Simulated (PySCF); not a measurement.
**Cl₃FTi, SMILES `F[Ti](Cl)(Cl)Cl`: what the electrons do**

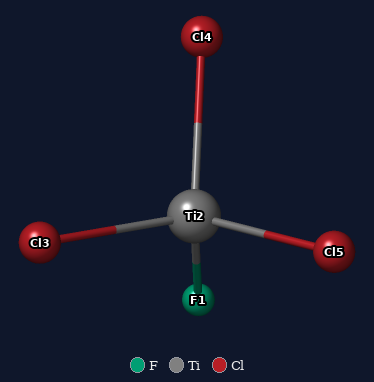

The molecule, with its atoms numbered as below. No frequency check shows the geometry to be a minimum.

Coordinates in Å:

```
F1      -0.0016    0.0000   -2.0004
Ti2     -0.0002    0.0000   -0.3074
Cl3     -0.6738    1.8359    0.4859
Cl4      1.9273   -0.3341    0.4848
Cl5     -1.2525   -1.5017    0.4861
```

## 1. Bonding charge

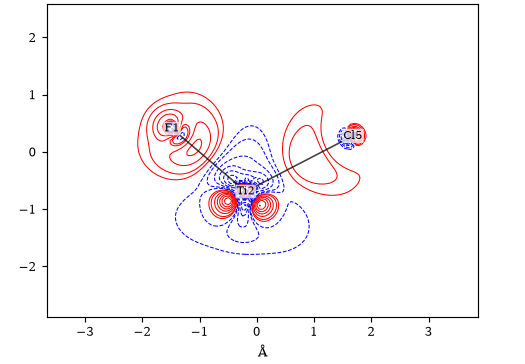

Deformation density (molecule less spherical, spin-averaged free atoms) in the plane of F1, Ti2 and Cl5; contours at ±0.05 to ±0.8 e/Å³; solid red lines: gain, dashed blue lines: loss.

PySCF calculation, B3LYP/def2-SVPD, gas phase; geometry: GFN2-xTB. This is a single-reference result, which may miss multireference character in this system.

Q: Describe the bonding that the map shows.

A: Ti2–Cl5: +0.13 e/Å³ at the bond critical point (bond length 2.11 Å). F1–Ti2: +0.09 e/Å³ at the bond critical point (bond length 1.69 Å); up to 0.6 Å beside the axis the gain reaches +0.31 e/Å³. In all, 1.1 electrons gather in the regions of gain relative to the promolecule. A small or negative value marks a very polar bond, one between electron-rich atoms, whose free-atom densities already overlap strongly, a long bond to a heavier atom, or a closed-shell contact such as a hydrogen bond.

Q: Where do the Hirshfeld charges lie?

A: The highest Hirshfeld charge is on Ti2 (+0.52 e), the lowest on F1 (−0.21 e).

## 2. Bond critical points

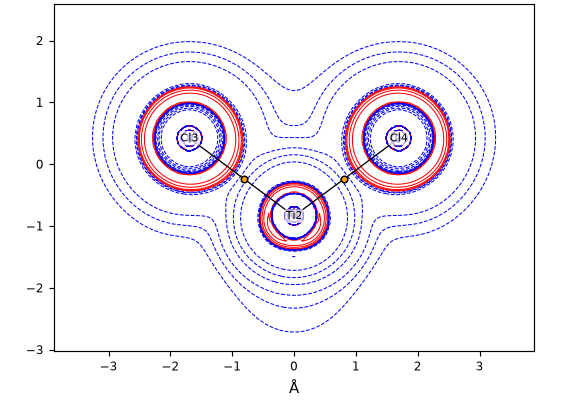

Negative Laplacian of the density (−∇²ρ) in the plane of Ti2, Cl3 and Cl4 (solid red lines positive, dashed blue lines negative, contours at ±0.02 to ±8 a.u.), with bond paths and bond critical points (dots).

Q: At which bond critical points in this plane is charge locally concentrated, and at which depleted?

A: At none is it concentrated. Depleted (∇²ρ > 0): Ti2–Cl3 and Ti2–Cl4 (+0.32 a.u., H = −0.036). A positive Laplacian with negative H is typical of metal–ligand bonds.

## 3. Electrostatic potential

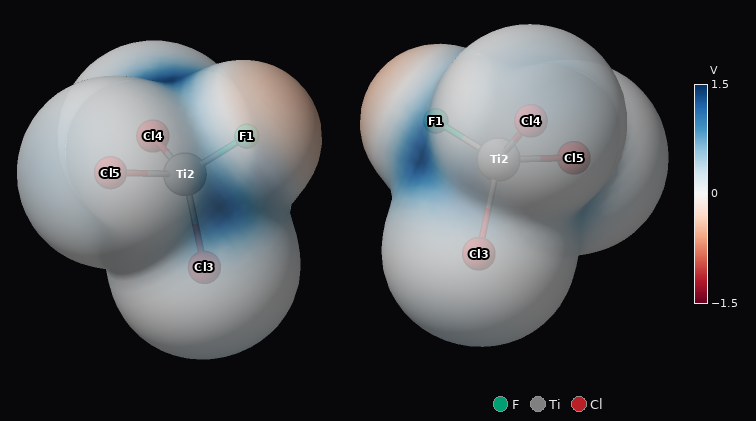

Electrostatic potential on the surface of electron density 0.001 a.u. (back view left, front view right).

Q: Where are the extremes of the potential on the surface?

A: Highest: 1.44 V, off the F1–Ti2 bond (2.1 Å from its atoms). Further maxima include 0.72 V, off the Ti2–Cl3 bond (2.3 to 2.4 Å from its atoms); 0.26 V, 2.0 Å from Cl5. Lowest: −0.40 V, 1.6 Å from F1. Further minima include −0.01 V, 2.1 Å from Cl3, and at like points elsewhere. The surface is sampled at points, so like sites can differ by a few per cent and only the strongest of them is named.

Q: Does Cl5 carry a σ-hole?

A: Yes: a local maximum of +0.26 V lies on the extension of the Ti2–Cl5 bond.

Q: What volume does the surface enclose, and what is the dipole moment?

A: About 130 Å³; the dipole moment is 0.1 D.

## 4. In an electric field

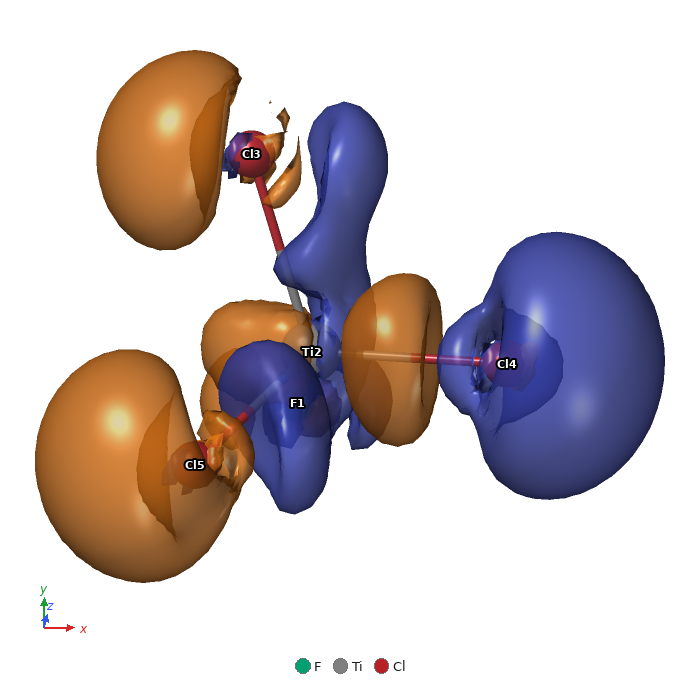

Change of the electron density in a uniform field of 0.21 V/Å, surfaces at ±0.0015 e/Å³ (orange: gain, blue: loss).

Level of theory: B3LYP/def2-SVPD (PySCF), at a geometry from GFN2-xTB. This is a single-reference result, which may miss multireference character in this system.

Q: Along which Cartesian direction does the field point?

A: Along +x: electrons gather on the −x side, against the field.

Q: How large is the response?

A: The induced dipole is 0.84 D (along the field); α along this axis, from the fields in both directions, is 83 bohr³ (12.3 Å³).

Q: Which atoms gain and lose the most charge?

A: Electrons gather most on Cl5 (Hirshfeld charge changes by −0.018 e) and leave Cl4 most (+0.029 e); 0.061 electrons are displaced in all.

## 5. Removing or adding an electron

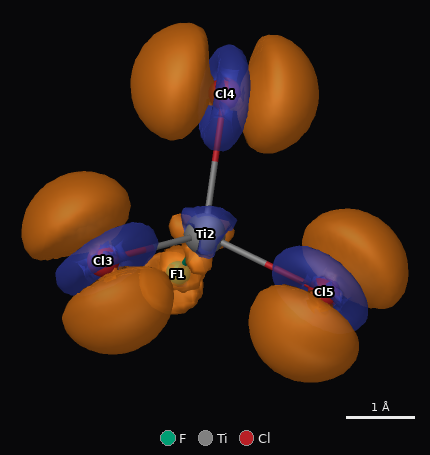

Fukui function f⁻ = ρ(N) − ρ(N−1) at fixed geometry, surfaces at ±0.02 e/Å³ (orange positive, blue negative).

Q: Which atoms respond most to the removal of an electron?

A: f⁻ (Hirshfeld-condensed) is largest on Cl3, Cl4 and Cl5 (0.28 each); the vertical ionisation energy is 11.58 eV (the stability of the cation's solution wasn't checked). Condensed values hint at sites of electrophilic attack but needn't mark the atom that reacts. Orbital relaxation makes it negative in places (0.14 e in all).

```tsv
atom	f⁻	charge
F1	+0.06	−0.21
Ti2	+0.10	+0.52
Cl3	+0.28	−0.10
Cl4	+0.28	−0.11
Cl5	+0.28	−0.10
```
